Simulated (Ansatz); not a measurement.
# Br− with HF: superposition error and deformation, part 2 of 2

Ansatz 0.2.0, Gaussian basis.

## Step 12: wB97X-V/def2-TZVPPD

free-b/in.yaml

```yaml
crystal:
  periodic: [false, false, false]
  atoms:
    - {symbol: F, position_ang: [-0.005430, -0.097587, 1.310838]}
    - {symbol: H, position_ang: [-0.001634, -0.029331, 0.393396]}
basis:
  gaussian: {orbitals: "def2-TZVPPD.json"}
hamiltonian: {xc: {name: wB97X-V}}
```

Run with:

```
ansatz run in.yaml --threads 2 --pin off --events-out ev --progress --plain --max-ram 5222MiB
```

The log of the run (excerpt; [...] marks lines left out):

```text
Functional definition: wB97X-V
  name "wB97X-V"
  cite "Mardirossian & Head-Gordon, Phys. Chem. Chem. Phys. 16, 9904 (2014) doi:10.1039/C3CP54374A"
  cite "Becke, J. Chem. Phys. 107, 8554 (1997) doi:10.1063/1.475007"
  cite "Vydrov & Van Voorhis, J. Chem. Phys. 133, 244103 (2010) doi:10.1063/1.3521275"
[...]
      + integral(e_c_pw_opposite_spin*poly(b97_u_opposite, cos0, cos1)) + vv10(b, c)
256 factors; their error is unknown
78 factors; integrals over basis functions are off by at most 2.5e-5 eV
[...]
mean field -2733.56425645 eV, -100.4566335480 hartree, gradient 1.3e-5 eV, S^2 0.000000; 0 other end points of the search recorded, 0 dependent functions left out
reference -2733.56425462 eV, -100.4566334809 hartree; 5, 5 occupied and 52, 52 virtual orbitals, 256 factors
Total energy: -2733.56425462 eV, -100.4566334809 hartree
```

It took 0.6 s on 2 threads of Arm Neoverse V1, shared host.

## Step 13: wB97M-V/def2-TZVPPD

free-b/in.yaml, as its differences from that of step 12:

```diff
@@ -7,2 +7,2 @@
   gaussian: {orbitals: "def2-TZVPPD.json"}
-hamiltonian: {xc: {name: wB97X-V}}
+hamiltonian: {xc: {name: wB97M-V}}
```

Run with:

```
ansatz run in.yaml --threads 2 --pin off --events-out ev --progress --plain --max-ram 5222MiB
```

The log of the run (excerpt; [...] marks lines left out):

```text
[... 5 set-up lines as earlier in the session ...]
  # Of w^i u^j: cxij and so on, Table III.
[...]
  gx(w, u) = 1 - cx + cx01*u + cx10*w
  gss(w, u) = css00 + css04*u^4 + css10*w + css20*w^2 + css43*w^4*u^3
  gos(w, u) = cos00 + cos10*w + (cos20 + cos21*u)*w^2 + (cos60 + cos61*u)*w^6
[...]
      + integral(e_c_pw_mod_opposite_spin*gos(b97_w_opposite, b97_u_opposite)) + vv10(b, c)
256 factors; their error is unknown
78 factors; integrals over basis functions are off by at most 2.5e-5 eV
[...]
mean field -2733.75173154 eV, -100.4635231306 hartree, gradient 6.5e-5 eV, S^2 0.000000; 0 other end points of the search recorded, 0 dependent functions left out
reference -2733.75177625 eV, -100.4635247735 hartree; 5, 5 occupied and 52, 52 virtual orbitals, 256 factors
Total energy: -2733.75177625 eV, -100.4635247735 hartree
```

Run time: 0.55 s. Hardware: 2 threads of Arm Neoverse V1, shared host.

## Step 14: B2PLYP/def2-TZVPPD

free-b/in.yaml, as its differences from that of step 13:

```diff
@@ -7,2 +7,2 @@
   gaussian: {orbitals: "def2-TZVPPD.json"}
-hamiltonian: {xc: {name: wB97M-V}}
+hamiltonian: {xc: {name: B2PLYP}}
```

Run with:

```
ansatz run in.yaml --threads 2 --pin off --events-out ev --progress --plain --max-ram 5222MiB
```

The log of the run (excerpt; [...] marks lines left out):

```text
[... 5 set-up lines as earlier in the session ...]
[...]
352 factors; integrals over basis functions are off by at most 1.1e-3 eV
[...]
mean field -2730.77285032 eV, -100.3540512650 hartree, gradient 3.2e-6 eV, S^2 0.000000; 0 other end points of the search recorded, 0 dependent functions left out
1 core orbitals not correlated: weight in the atoms' cores, before any rotation towards them, 1.000 or more for the frozen orbitals, at most 0.000 for the correlated occupied ones
reference -2730.77295600 eV, -100.3540551487 hartree; 4, 4 occupied and 52, 52 virtual orbitals, 352 factors
second order -8.70919888 eV of doubles, -0.00000000 eV of singles
Total energy: -2733.12443970 eV, -100.4404705807 hartree
```

Wall time 0.3 s (2 threads of Arm Neoverse V1, shared host).

## Step 15: BLYP-D4/def2-TZVPPD

free-b/in.yaml, as its differences from that of step 14:

```diff
@@ -7,2 +7,2 @@
   gaussian: {orbitals: "def2-TZVPPD.json"}
-hamiltonian: {xc: {name: B2PLYP}}
+hamiltonian: {xc: {name: BLYP}, dispersion: d4}
```

Run with:

```
ansatz run in.yaml --threads 2 --pin off --events-out ev --progress --plain --max-ram 5222MiB
```

The log of the run (excerpt; [...] marks lines left out):

```text
Functional definition: BLYP
  name "BLYP"
[... 2 set-up lines as earlier in the session ...]
  parameter beta = 0.0042
  parameter a = 0.04918
  parameter b = 0.132
  parameter c = 0.2533
  parameter d = 0.349
  exchange = b88_x(beta = beta)
  correlation = lyp_c(a = a, b = b, c = c, d = d)
256 factors; their error is unknown
mean field evaluation 1: about -2732.4651 eV, gradient 3.7e1 eV
mean field evaluation 2: about -2724.8213 eV, gradient 8.3e1 eV
mean field evaluation 4: about -2734.3293 eV, gradient 5.7e-1 eV
mean field evaluation 8: about -2734.3285 eV, gradient 1.2e-1 eV
mean field -2734.32852451 eV, -100.4847198814 hartree, gradient 4.1e-5 eV, S^2 0.000000; 0 other end points of the search recorded, 0 dependent functions left out
reference -2734.32876125 eV, -100.4847285814 hartree; 5, 5 occupied and 52, 52 virtual orbitals, 256 factors
Total energy: -2734.33334319 eV, -100.4848969644 hartree
```

It took 0.25 s on 2 threads of Arm Neoverse V1, shared host.

## Step 16: revPBE-D4/def2-TZVPPD

free-b/in.yaml, as its differences from that of step 15:

```diff
@@ -7,2 +7,2 @@
   gaussian: {orbitals: "def2-TZVPPD.json"}
-hamiltonian: {xc: {name: BLYP}, dispersion: d4}
+hamiltonian: {xc: {name: revPBE}, dispersion: d4}
```

Run with:

```
ansatz run in.yaml --threads 2 --pin off --events-out ev --progress --plain --max-ram 5222MiB
```

The log of the run (excerpt; [...] marks lines left out):

```text
Functional definition: revPBE
  name "revPBE"
  cite "Zhang & Yang, Phys. Rev. Lett. 80, 890 (1998) doi:10.1103/PhysRevLett.80.890"
[... 1 set-up line as earlier in the session ...]
  parameter kappa = 1.245
[... 3 set-up lines as earlier in the session ...]
256 factors; their error is unknown
mean field evaluation 1: about -2732.0289 eV, gradient 3.5e1 eV
mean field evaluation 2: about -2726.0577 eV, gradient 7.4e1 eV
mean field evaluation 4: about -2733.6792 eV, gradient 4.7e-1 eV
mean field evaluation 8: about -2733.6783 eV, gradient 1.1e-3 eV
mean field -2733.67827244 eV, -100.4608235585 hartree, gradient 5.0e-6 eV, S^2 0.000000; 0 other end points of the search recorded, 0 dependent functions left out
reference -2733.67831931 eV, -100.4608252811 hartree; 5, 5 occupied and 52, 52 virtual orbitals, 256 factors
Total energy: -2733.68774142 eV, -100.4611715371 hartree
```

It took 0.2 s on 2 threads of Arm Neoverse V1, shared host.

## Step 17: B97M-V/def2-TZVPPD

free-b/in.yaml, as its differences from that of step 16:

```diff
@@ -7,2 +7,2 @@
   gaussian: {orbitals: "def2-TZVPPD.json"}
-hamiltonian: {xc: {name: revPBE}, dispersion: d4}
+hamiltonian: {xc: {name: B97M-V}}
```

Run with:

```
ansatz run in.yaml --threads 2 --pin off --events-out ev --progress --plain --max-ram 5222MiB
```

The log of the run (excerpt; [...] marks lines left out):

```text
[... 5 set-up lines as earlier in the session ...]
  # Of w^i u^j: cxij and so on, Table III.
[...]
  gx(w, u) = cx00 + cx01*u + cx02*u^2 + (cx10 + cx11*u)*w
  gss(w, u) = css00 + css02*u^2 + css10*w + (css32*w^3 + css42*w^4)*u^2
  gos(w, u) = cos00 + cos01*u + cos03*u^3 + cos10*w + cos32*w^3*u^2
[...]
      + integral(e_c_pw_mod_opposite_spin*gos(b97_w_opposite, b97_u_opposite)) + vv10(b, c)
256 factors; their error is unknown
[...]
mean field -2733.45889103 eV, -100.4527614403 hartree, gradient 4.3e-5 eV, S^2 0.000000; 0 other end points of the search recorded, 0 dependent functions left out
reference -2733.45894573 eV, -100.4527634507 hartree; 5, 5 occupied and 52, 52 virtual orbitals, 256 factors
Total energy: -2733.45894573 eV, -100.4527634507 hartree
```

Run time: 0.5 s. Hardware: 2 threads of Arm Neoverse V1, shared host.

## Step 18: HSE06-D4/def2-TZVPPD

free-b/in.yaml, as its differences from that of step 17:

```diff
@@ -7,2 +7,2 @@
   gaussian: {orbitals: "def2-TZVPPD.json"}
-hamiltonian: {xc: {name: B97M-V}}
+hamiltonian: {xc: hse06, dispersion: d4}
```

Run with:

```
ansatz run in.yaml --threads 2 --pin off --events-out ev --progress --plain --max-ram 5222MiB
```

The log of the run (excerpt; [...] marks lines left out):

```text
Functional definition: HSE06
  name "HSE06"
  cite "Heyd, Scuseria & Ernzerhof, J. Chem. Phys. 118, 8207 (2003) doi:10.1063/1.1564060"
  cite "Krukau, Vydrov, Izmaylov & Scuseria, J. Chem. Phys. 125, 224106 (2006) doi:10.1063/1.2404663"
  cite "Heyd & Scuseria, J. Chem. Phys. 120, 7274 (2004) doi:10.1063/1.1668634"
  cite "Ernzerhof & Perdew, J. Chem. Phys. 109, 3313 (1998) doi:10.1063/1.476928"
[... 2 set-up lines as earlier in the session ...]
[...]
  # The whole range is PBE's own exchange, as in plane waves. The composition of these papers is wPBEh.
[...]
256 factors; their error is unknown
24 factors; integrals over basis functions are off by at most 5.9e-5 eV
[...]
mean field -2731.81029898 eV, -100.3921768001 hartree, gradient 4.2e-5 eV, S^2 0.000000; 0 other end points of the search recorded, 0 dependent functions left out
reference -2731.81033635 eV, -100.3921781734 hartree; 5, 5 occupied and 52, 52 virtual orbitals, 256 factors
Total energy: -2731.81169369 eV, -100.3922280548 hartree
```

Run time: 0.3 s. Hardware: 2 threads of Arm Neoverse V1, shared host.

## Step 19: CCSD(T)/def2-TZVPPD

free-b/in.yaml, as its differences from that of step 18:

```diff
@@ -7,2 +7,2 @@
   gaussian: {orbitals: "def2-TZVPPD.json"}
-hamiltonian: {xc: hse06, dispersion: d4}
+correlation: {method: ccsd_t}
```

Run with:

```
ansatz run in.yaml --threads 2 --pin off --events-out ev --progress --plain --max-ram 5222MiB
```

The log of the run (excerpt; [...] marks lines left out):

```text
[... 4 set-up lines as earlier in the session ...]
[...]
352 factors; integrals over basis functions are off by at most 1.1e-3 eV
[...]
mean field -2722.94008366 eV, -100.0662023993 hartree, gradient 1.6e-6 eV, S^2 0.000000; 0 other end points of the search recorded, 0 dependent functions left out
1 core orbitals not correlated: weight in the atoms' cores, before any rotation towards them, 1.000 or more for the frozen orbitals, at most 0.000 for the correlated occupied ones
reference -2722.94008366 eV, -100.0662023993 hartree; 4, 4 occupied and 52, 52 virtual orbitals, 352 factors
second order -7.43398064 eV of doubles, -0.00000000 eV of singles
cycle   1  -7.34225627 eV  change    9.2e-2 eV  update   4.7e-2
[...]
cycle   9  -7.48859227 eV  change    1.8e-6 eV  update   1.5e-6
perturbative correction -0.18477729 eV, -0.0067904402 hartree
Total energy: -2730.61345322 eV, -100.3481935294 hartree
```

It took 0.3 s on 2 threads of Arm Neoverse V1, shared host.

## Step 20: The split

```csv
method,interaction with counterpoise (kJ/mol),without,superposition error,deformation,binding energy
PBE-D4,-97.00,-97.69,0.69,3.42,-93.58
revPBE-D4,-91.36,-92.05,0.70,3.45,-87.91
BLYP-D4,-91.06,-91.76,0.69,2.68,-88.38
r2SCAN-D4,-96.29,-96.84,0.55,5.97,-90.32
B97M-V,-89.82,-90.84,1.03,7.24,-82.58
PBE0-D4,-96.32,-96.92,0.60,6.89,-89.43
B3LYP-D4,-92.80,-93.41,0.62,5.63,-87.17
HSE06-D4,-96.37,-96.97,0.60,6.89,-89.48
wB97X-V,-92.31,-92.93,0.62,6.22,-86.09
wB97M-V,-90.83,-91.33,0.50,6.18,-84.64
B2PLYP,-88.98,-91.22,2.24,6.20,-82.79
Hartree-Fock,-76.52,-76.94,0.42,13.38,-63.14
MP2,-87.25,-93.35,6.10,6.47,-80.78
CCSD,-83.93,-89.59,5.66,7.47,-76.47
CCSD(T),-85.66,-91.97,6.32,6.68,-78.98
```

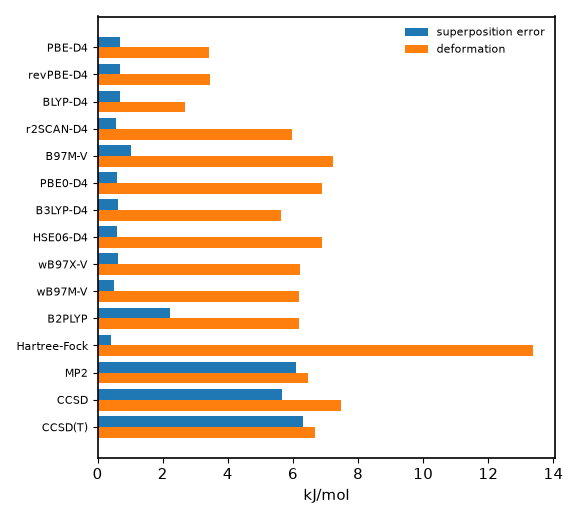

Superposition error and deformation energy by method.

## Step 21: Results

This closing draws on all 2 parts.

```
            quantity          value
interaction, CCSD(T)  -85.66 kJ/mol
 superposition error    6.32 kJ/mol
         deformation    6.68 kJ/mol
      binding energy  -78.98 kJ/mol
```

In this basis the superposition error is 6.32 kJ/mol for CCSD(T) and 0.67 kJ/mol on average for the plain functionals: correlated methods borrow far more, since they need many more functions to converge. Deformation takes back 8 % of the interaction.
